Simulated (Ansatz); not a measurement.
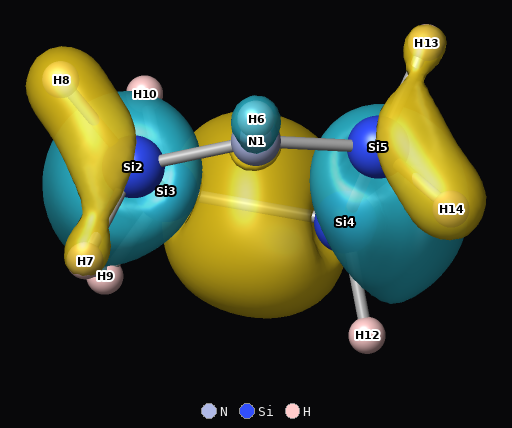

H₉NSi₄ (SMILES N1[SiH2][SiH2][SiH2][SiH2]1). The HOMO−1 at ±0.1 Å⁻³ᐟ² (yellow and cyan are the two phases), seen from one side.

Geometry: B3LYP/6-31G*.

The calculation used isolated molecule in a Gaussian basis; Kohn-Sham density functional theory, functional PBE0 (Ansatz).

| atom | x (Å) | y (Å) | z (Å) |
| --- | --- | --- | --- |
| N | 0.1072 | -0.7606 | 1.8959 |
| Si | 1.5100 | 0.2923 | 1.9788 |
| Si | 1.3092 | 1.6544 | 0.0636 |
| Si | -0.9770 | 1.3013 | -0.3856 |
| Si | -1.2655 | -0.7162 | 0.8017 |
| H | 0.0872 | -1.5095 | 2.5853 |
| H | 1.5237 | 1.1114 | 3.2290 |
| H | 2.7689 | -0.5097 | 1.9996 |
| H | 1.6796 | 3.0763 | 0.3089 |
| H | 2.1547 | 1.1337 | -1.0488 |
| H | -1.3134 | 1.1884 | -1.8325 |
| H | -1.8076 | 2.3888 | 0.2066 |
| H | -1.2860 | -1.8915 | -0.1215 |
| H | -2.5475 | -0.7709 | 1.5647 |

Where does this orbital lie, and at what energy?

Answer. It lies mainly on Si4 (about 30 %), Si3 (about 30 %), Si2 (about 10 %) and Si5 (about 10 %). Its energy is −7.62 eV.
